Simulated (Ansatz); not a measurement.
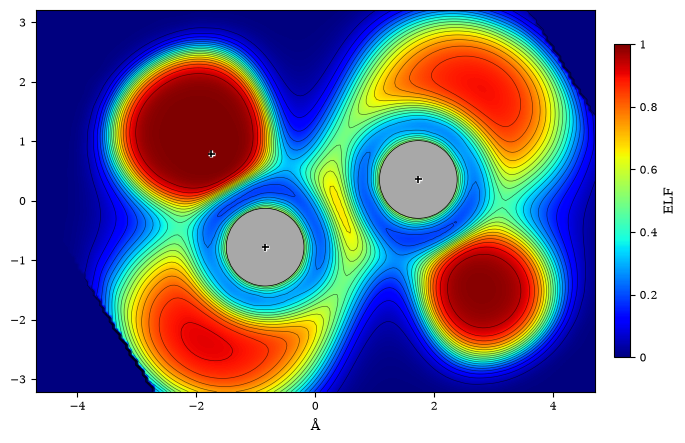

The electron localisation function on a plane through atoms (crosses mark nuclei in the plane; grey discs cover the cores).

Method: Ansatz 0.2.0, UKS PBE0-D4/def2-TZVPD.

Candidates:
A. GeSi₄ (charge −1, doublet)
B. H₂Sn₂ (charge −1, doublet)
C. In···In···In (charge −1, quintet)

> Which candidate gave the map?

Candidate B: H₂Sn₂ on the plane of atoms Sn1, Sn2 and H3, which holds Sn and H. Sn–Sn (2.82 Å): the ELF peaks at about 0.65 between the atoms. Sn–H (1.81 Å): the ELF climbs to about 1 towards the hydrogen.
